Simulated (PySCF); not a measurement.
C$_{2}$H$_{2}$BF, charge +1, doublet, SMILES `[CH+]=[C]BF`.

PySCF calculation, B3LYP/def2-SVPD, gas phase; geometry: GFN2-xTB. No frequency check shows the geometry to be a minimum. GFN2-xTB doesn't know the spin state, so this open-shell geometry is rough.

The calculation's input:

```python
import numpy as np
from pyscf import gto, scf, dft
from pyscf.scf import atom_ks, atom_hf
from scipy.linalg import block_diag

def solve(mol, dm0=None, hcore=None):
    mf = (dft.UKS if mol.spin else dft.RKS)(mol, xc='b3lyp')
    mf.grids.level = 3
    mf = mf.density_fit(auxbasis='def2-universal-jkfit')
    mf.conv_tol, mf.max_cycle = 1e-8, 80
    if hcore is not None:
        mf.get_hcore = lambda *args: hcore
    mf.kernel(dm0)
    if not mf.converged:
        mf = mf.newton().run(mf.mo_coeff, mf.mo_occ, max_cycle=30)
    assert mf.converged, 'SCF not converged'
    return mf

mol = gto.M(atom='''
C      1.97779    -0.13384     0.00000
C      0.78854     0.12423     0.00000
B     -0.68189     0.40499     0.00000
F     -1.70461    -0.34078     0.00000
H      2.97649    -0.51082     0.00000
H     -0.82349     1.61052     0.00000
''', basis='def2-svpd', charge=1, spin=1, verbose=4)
mf = solve(mol)
out = dict(e0=mf.e_tot, dm0=mf.make_rdm1(), c=mf.mo_coeff, occ=mf.mo_occ, eps=mf.mo_energy)
for name, dq, spin in [('cation', 1, 0), ('anion', -1, 0)]:
    ion = mol.copy().set(charge=mol.charge + dq, spin=spin).build()
    mi = solve(ion)
    if spin and dq > 0 and mol.nao < 130:
        c, _, stable, _ = mi.stability(return_status=True)
        if not stable:
            mi = solve(ion, mi.make_rdm1(c, mi.mo_occ))
    print(name, 'vertical energy change / eV', (mi.e_tot - mf.e_tot) * 27.211386)
    out.update({'e_' + name: mi.e_tot, 'dm_' + name: mi.make_rdm1(), 's2_' + name: mi.spin_square()[0], 'eps_' + name: mi.mo_energy, 'occ_' + name: mi.mo_occ})
# spherically averaged free atoms, for the promolecule
atm = atom_ks.get_atm_nrks(mol, xc='b3lyp')
pro = block_diag(*[(atm[a[0]][2] * atm[a[0]][3]) @ atm[a[0]][2].T for a in mol._atom])
np.savez('result.npz', pro=pro, **out)
```

Command:

```sh
OMP_NUM_THREADS=1 python input.py
```

The run took 18 s on 1 thread of Intel(R) Xeon(R) Platinum 8488C (Sapphire Rapids), on a shared host, peak memory 0.44 GiB.

Partitions, critical points and surface values were worked out afterwards from this run's density.

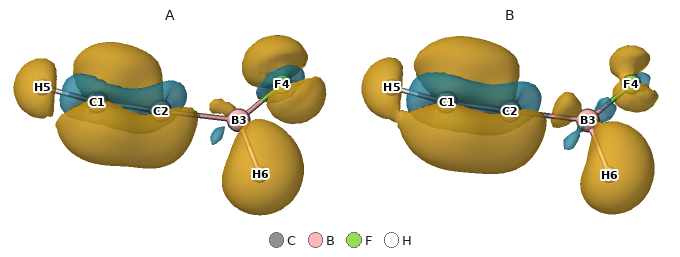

The two Fukui functions at ±0.03 e/Å³ (yellow positive, teal negative).

Question: Which panel is f⁻ (electron removed) and which f⁺ (electron added)?

Answer: A is f⁻, B is f⁺. f⁻ (Hirshfeld-condensed) is largest on C1 (0.26), H6 (0.18) and C2 (0.18); the vertical ionisation energy is 19.39 eV (to the singlet dication, which needn't be its lowest state). f⁺ (Hirshfeld-condensed) is largest on C1 (0.29) and C2 (0.22); the vertical electron affinity is 10.81 eV (to the singlet neutral species, which needn't be its lowest state).
